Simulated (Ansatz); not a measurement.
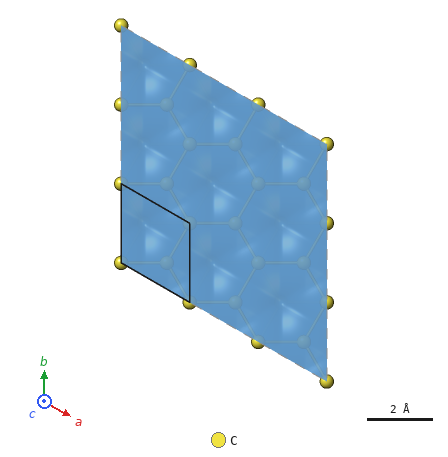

The blue surface encloses the points that the centre of a probe sphere of radius 0.10 Å can occupy in C (P6_3/mmc, No. 194), computed on a grid of about 0.10 Å (3×3×1 cells shown, view along the c axis; pale faces close the region where the box cuts it).

Atoms are hard spheres with van der Waals radii (Alvarez): C 1.77 Å.

Origin of the cell: the geometry relaxed with Ansatz 0.2.0, DFT PBE, scalar-relativistic, plane waves, PAW.

```cif
data_structure
_symmetry_space_group_name_H-M 'P6_3/mmc'
_symmetry_Int_Tables_number 194
_cell_length_a 2.4665
_cell_length_b 2.4665
_cell_length_c 8.7946
_cell_angle_alpha 90.000
_cell_angle_beta 90.000
_cell_angle_gamma 120.000
_cell_volume 46.33
loop_
_atom_site_label
_atom_site_type_symbol
_atom_site_symmetry_multiplicity
_atom_site_Wyckoff_symbol
_atom_site_fract_x
_atom_site_fract_y
_atom_site_fract_z
_atom_site_occupancy
C1 C 2 b 0.00000 0.00000 0.25000 1
C2 C 2 c 0.33333 0.66667 0.25000 1
```

Is the space open to the probe made of pockets or channels?

Where they connect, they form a two-dimensional network in layers parallel to (001).

What share of the cell can the probe's centre reach?

About 22 % of the volume (10 Å³ of 46.3 Å³).

Give the largest included and the largest free sphere.

The largest sphere that fits anywhere has a diameter of 1.32 Å; the largest that can travel through the crystal, about 1.1 Å.

How does the connectivity change as the probe shrinks?

Below a radius of about 0.54 Å the space forms a two-dimensional network in layers parallel to (001). These are grid estimates, good to about 0.05 Å.
